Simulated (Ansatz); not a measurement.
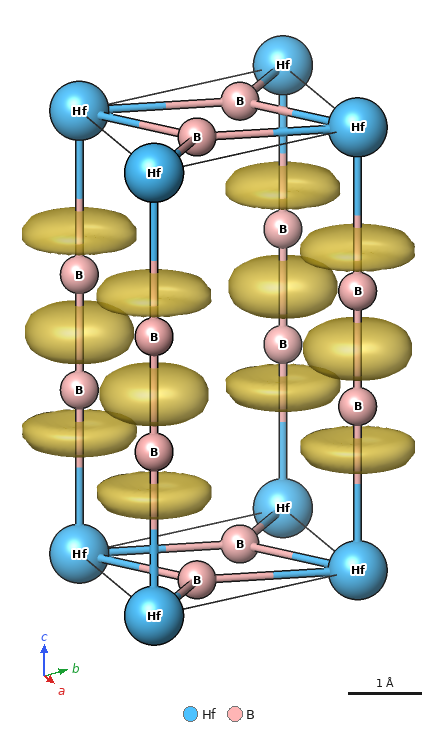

Figure 1: HfB4. Isosurface of the electron localisation function at 0.85 (yellow), seen slightly off an axis. Only the valence region is drawn (cores and ρ < 0.01 e/Å³ removed). Sticks mark near contacts.

Space group P6/mmm; a structure generated by program, which may or may not match a known phase.

All numbers below come from DFT PBE, scalar-relativistic, plane waves, PAW in Ansatz.

Core electrons are frozen (PAW), and the valence fields are smoothed inside the atomic spheres.

What do the ELF domains correspond to?

Answer. The surface consists of one region between bonded B–B atoms and two lobes of the valence shell of B pointing towards Hf (polar bonds), counted in one cell of 5 atoms. Any copies at cell faces, edges or corners count once. Profiles from the grid: B–B (1.64 Å): the ELF peaks at about 1 between the atoms. Hf–B (2.30 Å): the ELF peaks at about 0.70 in the valence shell of B, 0.7 Å from its nucleus, and is about 0.20 at the midpoint.
